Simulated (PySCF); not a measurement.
## A study: GaH2(CCH) (C2H3Ga)

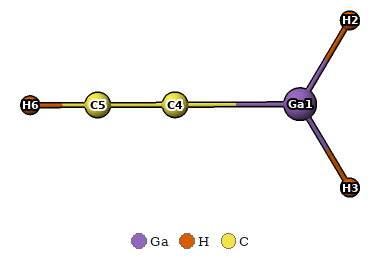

The molecule, with its atoms numbered as below. No frequency check shows the geometry to be a minimum.

Coordinates in Å:

```
Ga1     -0.7255   -0.0001    0.0000
H2      -1.5017   -1.3574    0.0000
H3      -1.5018    1.3573    0.0000
C4       1.2286    0.0015    0.0000
C5       2.4383   -0.0006    0.0000
H6       3.4942   -0.0017    0.0000
```

Part 1: Bonding charge

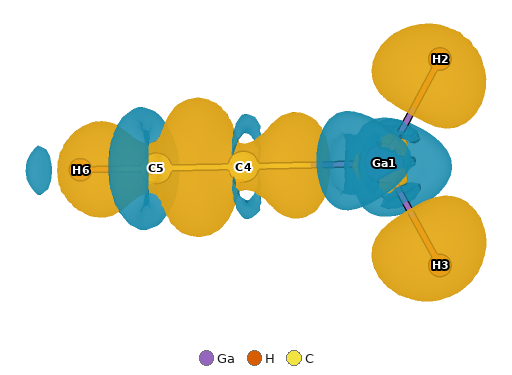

Deformation density (molecule less spherical, spin-averaged free atoms at the same positions), surfaces at ±0.06 e/Å³; yellow: gain, teal: loss.

Level of theory: CAM-B3LYP/aug-cc-pVDZ (PySCF), at a geometry from GFN2-xTB.

Q: Describe the bonding that the map shows.

A: C4–C5: +0.80 e/Å³ at the bond critical point (bond length 1.21 Å). C5–H6: +0.78 e/Å³ at the bond critical point (bond length 1.06 Å). Ga1–H2 and Ga1–H3: +0.22 e/Å³ at the bond critical point (bond length 1.56 Å). Ga1–C4: +0.12 e/Å³ at the bond critical point (bond length 1.95 Å). In all, 1.6 electrons gather in the regions of gain relative to the promolecule. A small or negative value marks a very polar bond, one between electron-rich atoms, whose free-atom densities already overlap strongly, a long bond to a heavier atom, or a closed-shell contact such as a hydrogen bond.

Part 2: Bond critical points

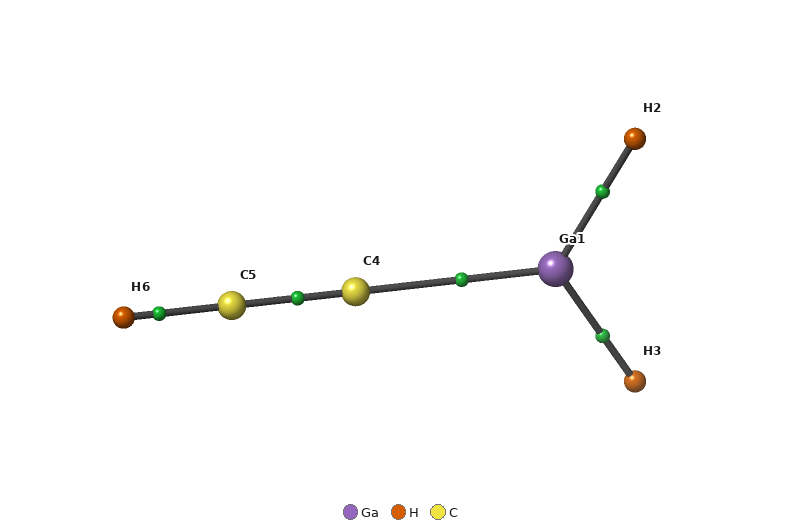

Molecular graph of the electron density (QTAIM): bond paths, bond critical points (green), ring points (magenta, if any); weak paths are dashed.

Q: How many critical points of each kind are there, and does the count close?

A: 6 nuclei, 5 bond, 0 ring and 0 cage critical points: 6 − 5 + 0 − 0 = 1, as the Poincaré–Hopf relation requires.

Q: What does the calculation give at each kind of bond critical point?

A:
```json
{"bond": "C4–C5", "length (Å)": "1.210", "ρ (a.u.)": "0.401", "∇²ρ (a.u.)": "−1.13", "ε": "0.03", "H (a.u.)": "−0.552"}
{"bond": "C5–H6", "length (Å)": "1.056", "ρ (a.u.)": "0.291", "∇²ρ (a.u.)": "−1.22", "ε": "0.01", "H (a.u.)": "−0.336"}
{"bond": "Ga1–H2 (2 alike)", "length (Å)": "1.564", "ρ (a.u.)": "0.116", "∇²ρ (a.u.)": "+0.14", "ε": "0.04", "H (a.u.)": "−0.056"}
{"bond": "Ga1–C4", "length (Å)": "1.954", "ρ (a.u.)": "0.109", "∇²ρ (a.u.)": "+0.26", "ε": "0.04", "H (a.u.)": "−0.045"}
```

Q: What kind of interaction is C5–H6?

A: Shared-shell (covalent): ρ = 0.291, ∇²ρ = −1.22, H = −0.336 a.u.

Part 3: Local ionisation energy

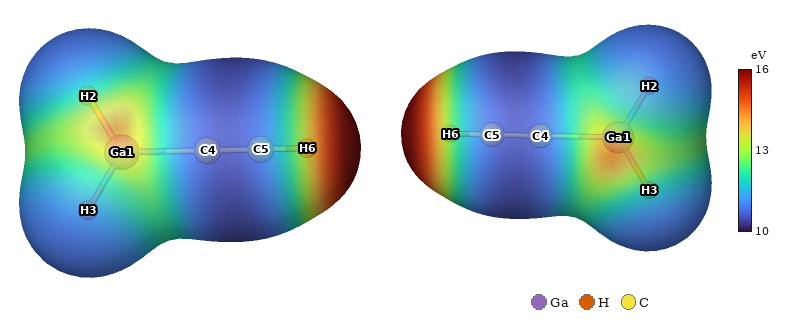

Average local ionisation energy on the surface of electron density 0.001 a.u. (back view left, front view right).

Q: Where are the most loosely bound electrons on this surface?

A: The lowest value is 10.5 eV, off the C4–C5 bond (2.1 to 2.3 Å from its atoms), and at like points elsewhere. Further minima include 10.8 eV, 1.5 Å from H3, and at like points elsewhere. For comparison, the highest occupied orbital lies at −9.3 eV.

Q: What volume does the surface enclose, and what is the dipole moment?

A: About 93 Å³; the dipole moment is 0.1 D.
